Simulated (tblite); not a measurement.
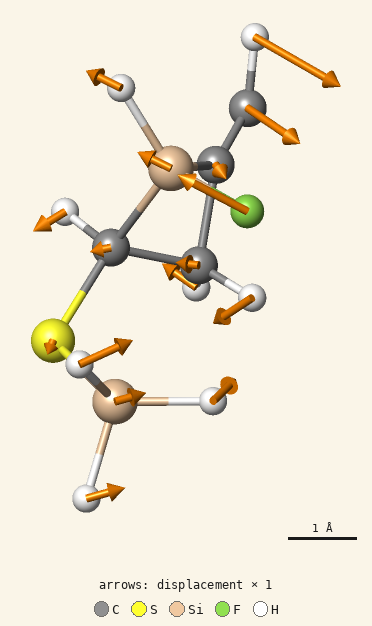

A relaxation of C$_{4}$H$_{8}$FSSi$_{2}$ (multiplicity 2). The starting structure is drawn; orange arrows show the displacements, at their true length. The two geometries are superimposed by the best rigid fit.

Style: ball-and-stick. Shown from a free direction.

The calculation used tblite 0.8.0, GFN2-xTB geometry optimisation, gas phase. 

### Which element moves most?

Hydrogen: up to 1.65 Å, against 1.22 Å for fluorine.

### Describe the change and its energy.

After 115 geometry steps the energy has fallen by 1.379 eV. The atom that moves furthest after the best rigid fit is an H atom (1.65 Å). Largest moves by element: H 1.65 Å, F 1.22 Å, C 1.18 Å, Si 0.57 Å, S 0.24 Å. Near-neighbour distances that change, for instance: C–Si 1.838 → 1.969 Å, C–Si 1.831 → 1.912 Å, C–S 1.778 → 1.832 Å, F–Si 1.671 → 1.617 Å. Among the angles between lasting bonds that change: C–C–H 123.2° → 138.9°, F–Si–H 117.8° → 102.8°, C–Si–H 115.6° → 129.9°.
